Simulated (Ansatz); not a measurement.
CH₃AlClF

Input

```
crystal:
  periodic: [false, false, false]
  atoms:
    - {symbol: C, position_ang: [1.953079, 0.514318, -1.850024]}
    - {symbol: Al, position_ang: [0.378318, -0.647656, -1.922511]}
    - {symbol: Cl, position_ang: [1.059640, 1.524197, -3.176012]}
    - {symbol: F, position_ang: [-0.818081, -0.396178, -0.799068]}
    - {symbol: H, position_ang: [0.213504, -1.813828, -2.967144]}
    - {symbol: H, position_ang: [2.902620, 0.217635, -2.295625]}
    - {symbol: H, position_ang: [2.111736, 1.197425, -1.015757]}
basis:
  gaussian:
    orbitals: def2-TZVPD
output: {forces: true, orbitals: {seedname: orbitals}}
hamiltonian:
  xc: {name: PBE0}
```

Command:

```sh
ansatz run input.yaml --threads 1 --pin off --max-ram 2610MiB --events-out events.jsonl --progress --plain --runs-dir runs
```

Geometry: B3LYP/6-31G*.

Method: isolated molecule in a Gaussian basis; Kohn-Sham density functional theory, functional PBE0 (Ansatz).

Question: Predict the electron density and electron localisation function between the atoms.

Answer: Al–F (1.66 Å): the density is about 0.89 e/Å³ at the midpoint; the ELF peaks at about 0.85 in the valence shell of F, 0.5 Å from its nucleus, and is about 0.35 at the midpoint.
C–Al (1.96 Å): the density is about 0.72 e/Å³ at the midpoint; the ELF peaks at about 0.95 between the atoms (a shared but strongly polarised pair).
C–H (1.09 Å): the density is about 2 e/Å³ at the midpoint; the ELF climbs to about 1 towards the hydrogen, as it does in any bond to H; a covalent bond by its length.
Al–H (1.57 Å): the density is about 0.57 e/Å³ at the midpoint; the ELF climbs to about 1 towards the hydrogen.

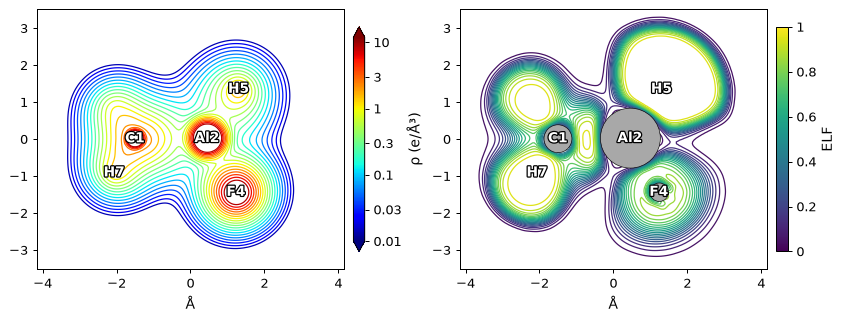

Computed electron density and electron localisation function on the plane of atoms F4, Al2 and H5, in this order. Grey discs cover the atomic cores in the ELF map. 
